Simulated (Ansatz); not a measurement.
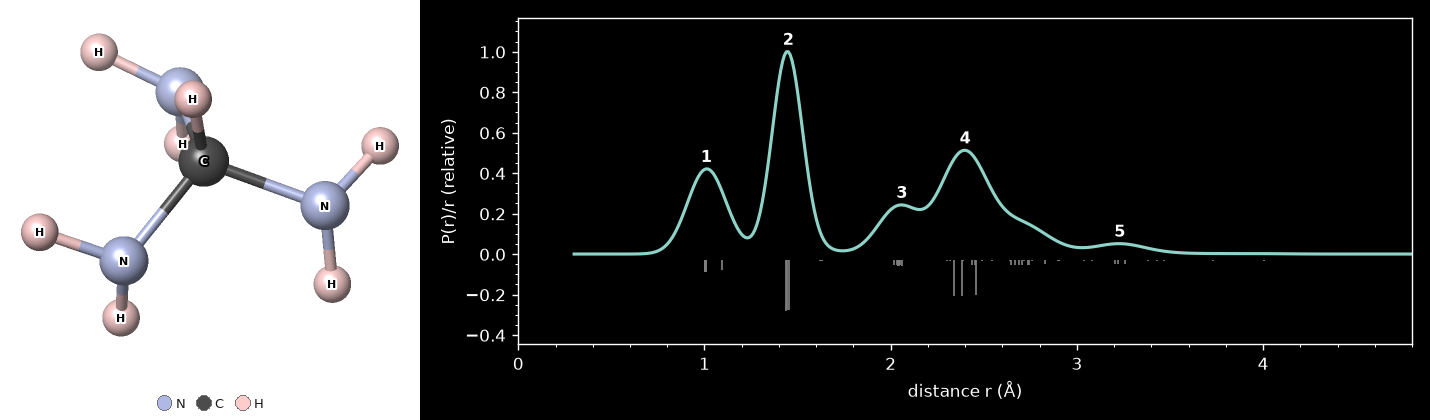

Simulated gas electron diffraction: radial distribution curve of CH₇N₃. Each pair of atoms contributes with weight ZᵢZⱼ/r (bars below the curve); damping constant 0.002 Å²; vibrational amplitudes assumed, not computed: 0.05 Å for bonds, 0.078 Å for bonds to H, 0.06 + 0.015 r up to 0.15 Å for other pairs. The geometry is the end point of an optimisation (RHF/def2-SVP (Ansatz)); it may be a saddle point or a higher isomer. SMILES: NC(N)N.

> Which pairs of atoms lie under the numbered peaks? Mark bonded pairs by – and others by ···.

Peak 1, 1.01 Å: N–H 1.00–1.01 Å (×6), C–H 1.09 Å, not resolved
Peak 2, 1.45 Å: N–C 1.44–1.45 Å (×3)
Peak 3, 2.06 Å: C···H 2.02–2.05 Å (×6), N···H 2.04–2.06 Å (×3)
Peak 4, 2.40 Å: N···N 2.34–2.46 Å (×3), N···H 2.44–2.67 Å (×4), not resolved; in its flanks N···H 2.69–2.83 Å
Peak 5, 3.23 Å: H···H 3.04–3.47 Å (×5), N···H 3.20–3.26 Å (×3), not resolved
